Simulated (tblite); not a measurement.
Frequency calculation, with input and output: CH₁₃NSi₅

CH₁₃NSi₅, computed with GFN2-xTB harmonic vibrations, gas phase (tblite 0.8.0).

It belongs to a series of runs on one base structure; here: H on Si replaced by NHSiH3.

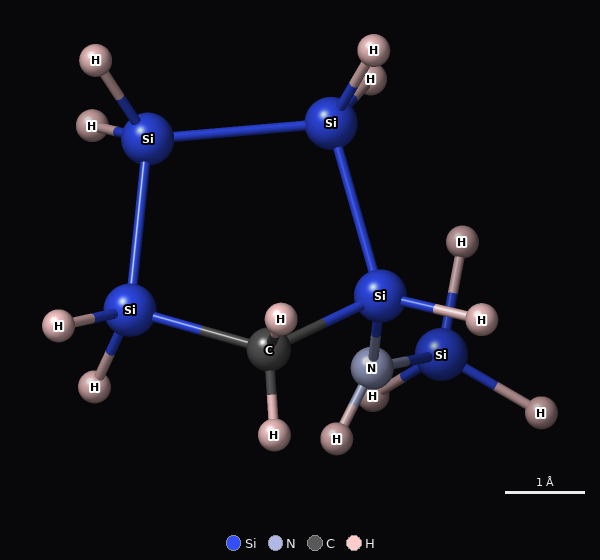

*The structure as given in the input (ball-and-stick view, seen at a tilt).*

Bond lengths as drawn: C–H 1.09 Å, C–Si 1.91 Å, H–N 1.01 Å, H–Si 1.46 to 1.48 Å, N–Si 1.73 to 1.74 Å and Si–Si 2.32 to 2.34 Å.

## Input file
```
{"job": {"kind": "ir", "xc": "GFN2-xTB", "basis": "xTB"}, "charge": 0, "multiplicity": 1}
Si     2.979228     1.035748    -0.141005
N      1.690500    -0.067722    -0.460527
Si     0.617484    -0.887477     0.641696
C     -0.644805    -1.782782    -0.484561
Si    -1.901622    -0.632574    -1.358585
Si    -2.346951     1.052022     0.187389
Si    -0.649858     0.701817     1.759489
H      2.582206     1.787368     1.046580
H      3.100103     1.884924    -1.327715
H      4.254974     0.353626     0.112253
H      1.726638    -0.476798    -1.381188
H      1.380647    -1.910211     1.388791
H     -1.201650    -2.479496     0.143588
H     -0.129123    -2.399382    -1.220098
H     -1.287621    -0.149691    -2.605735
H     -3.036559    -1.461185    -1.797132
H     -2.318236     2.383772    -0.439269
H     -3.718336     0.983157     0.719271
H     -1.176362     0.168443     3.029174
H      0.074194     1.907120     2.184549
```

The first line tells a small driver script what to run in tblite; the rest is the geometry in Å.

Run as:
```bash
OMP_NUM_THREADS=1 python <driver script> task.json out
```

## Output
```
mode    cm-1     km/mol
  1      29.8      0.07
  2      39.7      0.34
  3      59.5      0.10
  4      76.4      0.29
  5     113.3      1.20
  6     163.3      2.44
  7     199.9      0.83
  8     216.7      2.52
  9     272.7      6.12
 10     308.9     39.84
 11     342.0      5.09
 12     364.9     39.21
 13     403.0     12.52
 14     408.8      7.59
 15     424.0     46.46
 16     447.6      6.85
 17     482.1     25.04
 18     500.5    210.12
 19     515.7      1.47
 20     538.1     11.03
 21     561.9     40.42
 22     571.0     29.16
 23     578.1    111.50
 24     613.8    217.47
 25     629.9    124.56
 26     636.0    121.91
 27     677.5    179.87
 28     729.1    296.06
 29     732.4    334.72
 30     762.1    351.03
 31     782.4    154.37
 32     804.5     99.38
 33     812.9    138.39
 34     820.0    180.81
 35     832.8    569.42
 36     851.3    160.37
 37     980.1    254.21
 38    1010.5      5.95
 39    1125.2     54.59
 40    1200.9    226.34
 41    1475.6      0.34
 42    2088.5    362.54
 43    2131.4    102.83
 44    2145.8    137.41
 45    2159.2    217.87
 46    2167.3    632.88
 47    2179.2    393.22
 48    2181.2    436.10
 49    2202.0    447.94
 50    2244.4    288.81
 51    2278.3    270.10
 52    2962.4     52.82
 53    2978.3     23.48
 54    3456.8      2.08
```

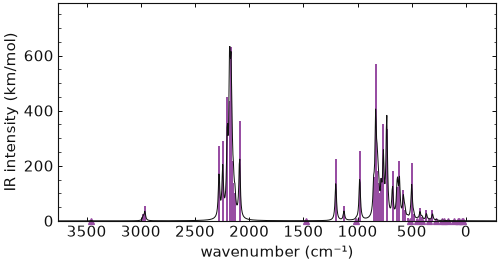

*Harmonic infrared spectrum, unscaled: sticks (degenerate modes added up, dark ones marked on the axis) with a Lorentzian envelope of 16 cm⁻¹ full width, scaled to the tallest stick.*

54 modes from 30 to 3457 cm⁻¹, none imaginary. The strongest line is at 2167 cm⁻¹ (633 km/mol).

## Results in brief

- outcome: converged
- total energy: −553.3577 eV
- zero-point energy: 77.5820 kcal/mol
- hardware: 1 CPU thread, shared host
- wall time: 1.3 s
- peak memory: 0.18 GiB
